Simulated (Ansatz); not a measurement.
| atom | x (Å) | y (Å) | z (Å) |
| --- | --- | --- | --- |
| O | -0.2303 | -2.0027 | 0.5969 |
| Se | 1.1985 | -1.6229 | 1.9350 |
| Si | 1.1610 | -2.4057 | -0.2027 |

Geometry: PBE0-D3(BJ)/pcseg-1.

The calculation used Ansatz, isolated molecule in a Gaussian basis; Kohn-Sham density functional theory, functional PBE0.

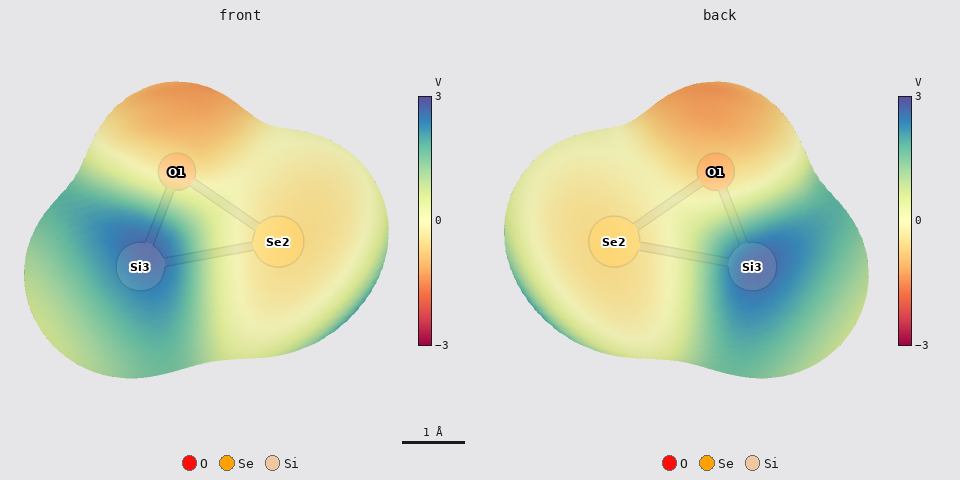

OSeSi (SMILES [O+]1=[Si-][Se]1). The molecular electrostatic potential painted on the density surface at 0.004 e/bohr³, seen from the front and from behind; red is negative and blue positive.

Question: Describe the electrostatic potential map.

Answer: The most negative region (about −1.3 V) lies over O1, the most positive (about +2.7 V) over Si3. O1 is the likeliest acceptor of a hydrogen bond.

Question: How polar is the molecule by this calculation?

Answer: Its dipole moment is 2.08 D.
